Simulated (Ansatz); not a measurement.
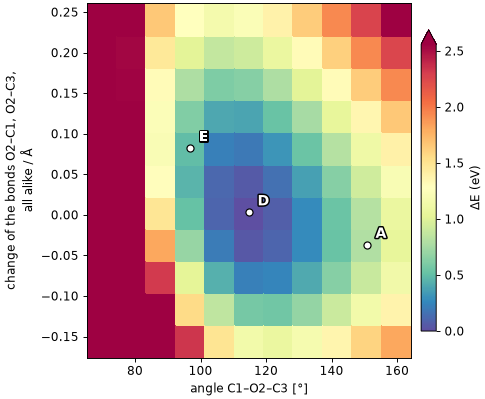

C₄H₁₀O, SMILES COC(C)C. The first coordinate is: angle C1–O2–C3; the second: change of the bonds O2–C1, O2–C3, all alike. Nothing is relaxed (all other coordinates rigid). The scan uses an 11 × 11 grid. Points are written as (first, second). Energies are in eV, from the lowest grid point. Method: Ansatz, RKS PBE-D4/def2-SVP.

Drawn: one coloured cell a grid point, one colour for all values above the top of the scale, lettered points.

Is D the lowest point of the computed grid?

Answer. Yes. D, at (114.9°, 0.003 Å), has the lowest energy of the grid.

Rank the lettered points by energy, lowest first.

Answer. D (0.00 eV), E (0.50 eV), A (0.79 eV).

What kind of point is each of A, D, E: minimum, saddle, maximum or slope?

Answer. A: on a slope; D: minimum; E: on a slope. (In these two coordinates alone; a stationary point may lie a little off the grid point.)
